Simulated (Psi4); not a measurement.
**B2O2 (diboron dioxide): CAM-B3LYP/def2-TZVPD (density fitting, sweep point 4)**

What is the vertical ionisation energy of B2O2 (diboron dioxide) at CAM-B3LYP/def2-TZVPD (density fitting, sweep point 4)? The job is set up through a Python script.

The calculation is run with Psi4 1.11.

### Step 1. The system as given

The species is B2O2 (4 atoms), meant as a singlet with charge 0. SMILES: `O=BB=O`. The shape is that of a GFN2-xTB optimisation.

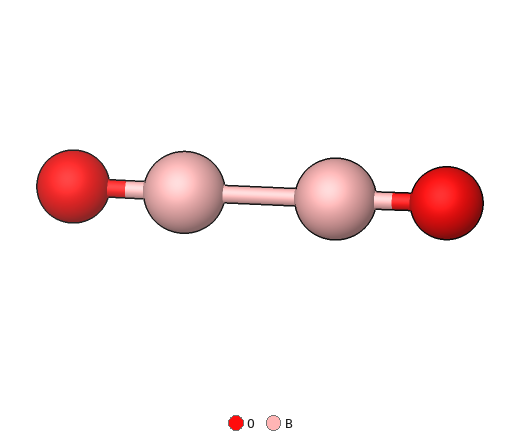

The structure, seen from a chosen angle (oxygen red, boron pink).

### Step 2. The energy at CAM-B3LYP/def2-TZVPD (density fitting, sweep point 4)

Input file job.py:

```python
import psi4

psi4.set_memory('1600 MB')
psi4.set_num_threads(1)
psi4.set_output_file('b2o2.out', False)

geom = psi4.geometry("""
O     -0.733460     0.451810     1.802120
B     -0.300580     0.189000     0.727450
B      0.295060    -0.182970    -0.731290
O      0.738970    -0.457840    -1.798280
units angstrom
symmetry c1
""")

psi4.set_options({
    'basis': 'def2-TZVPD',
    'reference': 'rks',
    'puream': True,
    'scf_type': 'df',
    'dft_radial_points': 99,
    'dft_spherical_points': 590,
})

result = psi4.energy("cam-b3lyp")
print(f'total energy {result:.8f} hartree = {result * 27.211386:.5f} eV')
```

Run with:

```
$ python job.py
```

b2o2.out, shortened:

```text
[...]
  Running in c1 symmetry.
[...]
  Nuclear repulsion =   67.367912062511181
[...]
  Multiplicity = 1
[...]
  Nalpha       = 13
  Nbeta        = 13
[...]
    Number of basis functions: 154
[...]
   @DF-RKS iter   1:  -199.92593797885559   -9.48398e-01   6.22149e-03 ADIIS/DIIS
[...]
   @DF-RKS iter   8:  -200.23902540826310   -6.07865e-08   4.09858e-07 DIIS
[...]
    Orbital Energies [Eh]
    ---------------------
    Doubly Occupied:
       1A    -19.242204     2A    -19.242188     3A     -6.891013
       4A     -6.890414     5A     -1.110439     6A     -1.109648
       7A     -0.615031     8A     -0.530234     9A     -0.518308
      10A     -0.484724    11A     -0.484724    12A     -0.459909
      13A     -0.459909
[...]
  @DF-RKS Final Energy:  -200.23902540826310
   => Energetics <=
    Nuclear Repulsion Energy =             67.3679120625111807
    One-Electron Energy =                -406.3839639799252836
    Two-Electron Energy =                 157.3545833185824563
    DFT Exchange-Correlation Energy =     -18.5775568094314849
    Empirical Dispersion Energy =           0.0000000000000000
    VV10 Nonlocal Energy =                  0.0000000000000000
    Total Energy =                       -200.2390254082631031
[...]
 Multipole Moments:
 ------------------------------------------------------------------------------------
     Multipole            Electronic (a.u.)      Nuclear  (a.u.)        Total (a.u.)
 ------------------------------------------------------------------------------------
 L = 1.  Multiply by 2.5417464519 to convert [e a0] to [Debye]
 Dipole X            :         -0.0159064            0.0062520           -0.0096544
 Dipole Y            :          0.0174043           -0.0068359            0.0105685
 Dipole Z            :         -0.0111587            0.0043532           -0.0068055
 Magnitude           :                                                    0.0158498
[...]
```

The script printed:

```text
total energy -200.23902541 hartree = -5448.78141 eV
```

It took 12 s on 1 thread of Intel Xeon Platinum 8488C (Sapphire Rapids), shared host; peak memory 1.2 GiB.

### Step 3. The doublet cation

Input file calc.py:

```python
import psi4

psi4.set_memory('1600 MB')
psi4.set_num_threads(1)
psi4.set_output_file('output.dat', False)

mol = psi4.geometry("""
1 2
O     -0.733460     0.451810     1.802120
B     -0.300580     0.189000     0.727450
B      0.295060    -0.182970    -0.731290
O      0.738970    -0.457840    -1.798280
symmetry c1
""")

psi4.set_options({
    'basis': 'def2-TZVPD',
    'reference': 'uks',
    'puream': True,
    'scf_type': 'df',
    'dft_radial_points': 99,
    'dft_spherical_points': 590,
    'maxiter': 150,
})

E, wfn = psi4.energy("cam-b3lyp", molecule=mol, return_wfn=True)
print(f'cam-b3lyp energy: {E:.10f} Eh')
for k, v in sorted(psi4.core.scalar_variables().items()):
    print(f'{k:45s} {v:18.10f}')
```

Run with:

```
$ python calc.py
```

output.dat, shortened:

```text
[...]
  Running in c1 symmetry.
[...]
  Nuclear repulsion =   67.367912062511181
[...]
  Multiplicity = 2
[...]
  Nalpha       = 13
  Nbeta        = 12
[...]
    Number of basis functions: 154
[...]
   @DF-UKS iter   1:  -199.60508573831854   -6.27545e-01   3.89251e-03 DIIS/ADIIS
[...]
   @DF-UKS iter  10:  -199.73348099989653   -2.36625e-07   5.32280e-07 DIIS
[...]
   @S^2 Observed:                8.123572833E-01
[...]
    Orbital Energies [Eh]
    ---------------------
    Alpha Occupied:
       1A    -19.574211     2A    -19.573965     3A     -7.192941
       4A     -7.192325     5A     -1.439423     6A     -1.438831
       7A     -0.884409     8A     -0.831372     9A     -0.817431
      10A     -0.815186    11A     -0.801615    12A     -0.781049
      13A     -0.763125
    Alpha Virtual:
      14A     -0.316852    15A     -0.307647    16A     -0.161923
      17A     -0.153209    18A     -0.098862    19A     -0.087501
      20A     -0.078774    21A     -0.076722    22A     -0.059138
      23A     -0.051740    24A     -0.051708    25A     -0.046146
[...]
  @DF-UKS Final Energy:  -199.73348099989653
   => Energetics <=
    Nuclear Repulsion Energy =             67.3679120625111807
    One-Electron Energy =                -398.4745494399393237
    Two-Electron Energy =                 149.7338455494134450
    DFT Exchange-Correlation Energy =     -18.3606891718818588
    Empirical Dispersion Energy =           0.0000000000000000
    VV10 Nonlocal Energy =                  0.0000000000000000
    Total Energy =                       -199.7334809998965284
[...]
 Multipole Moments:
 ------------------------------------------------------------------------------------
     Multipole            Electronic (a.u.)      Nuclear  (a.u.)        Total (a.u.)
 ------------------------------------------------------------------------------------
 L = 1.  Multiply by 2.5417464519 to convert [e a0] to [Debye]
 Dipole X            :         -0.0167124            0.0062520           -0.0104604
 Dipole Y            :          0.0185175           -0.0068359            0.0116817
 Dipole Z            :         -0.0096227            0.0043532           -0.0052695
 Magnitude           :                                                    0.0165424
[...]
```

The script printed:

```text
cam-b3lyp energy: -199.7334809999 Eh
CURRENT ENERGY                                   -199.7334809999
CURRENT REFERENCE ENERGY                         -199.7334809999
DD SOLVATION ENERGY                                 0.0000000000
DFT FUNCTIONAL TOTAL ENERGY                      -199.7334809999
DFT TOTAL ENERGY                                 -199.7334809999
DFT VV10 ENERGY                                     0.0000000000
DFT XC ENERGY                                     -18.3606891719
GRID ELECTRONS ALPHA                               13.0000000303
GRID ELECTRONS BETA                                12.0000000270
GRID ELECTRONS TOTAL                               25.0000000573
NUCLEAR REPULSION ENERGY                           67.3679120625
ONE-ELECTRON ENERGY                              -398.4745494399
PCM POLARIZATION ENERGY                             0.0000000000
PE ENERGY                                           0.0000000000
SCF ITERATION ENERGY                             -199.7334809999
SCF ITERATIONS                                     10.0000000000
SCF TOTAL ENERGY                                 -199.7334809999
TWO-ELECTRON ENERGY                               149.7338455494
XC GRID RADIAL POINTS                              99.0000000000
XC GRID SPHERICAL POINTS                          590.0000000000
XC GRID TOTAL POINTS                           227683.0000000000
```

Wall time 20 s (1 thread of Intel Xeon Platinum 8488C (Sapphire Rapids), shared host); peak memory 1.2 GiB.

### Step 4. Summary of results

Level: CAM-B3LYP/def2-TZVPD (density fitting, sweep point 4).

| quantity | value |
| --- | --- |
| singlet B2O2: total energy | -200.23903 Eh |
| singlet B2O2: dipole moment | 0.04 D |
| singlet B2O2: HOMO energy | -12.51 eV |
| singlet B2O2: LUMO energy | -1.31 eV |
| singlet B2O2: HOMO–LUMO gap | 11.20 eV |
| doublet cation: total energy | -199.73348 Eh |
| doublet cation: HOMO energy (highest over α and β) | -18.75 eV |
| doublet cation: LUMO energy (lowest over α and β) | -15.04 eV |
| doublet cation: ⟨S²⟩ | 0.812 |
| vertical ionisation energy (to the doublet cation) | 13.757 eV |

What this shows: Removing an electron at fixed nuclei costs 13.76 eV (1327 kJ/mol). −ε(HOMO) before ionisation, 12.51 eV, is 1.24 eV below this ionisation energy.
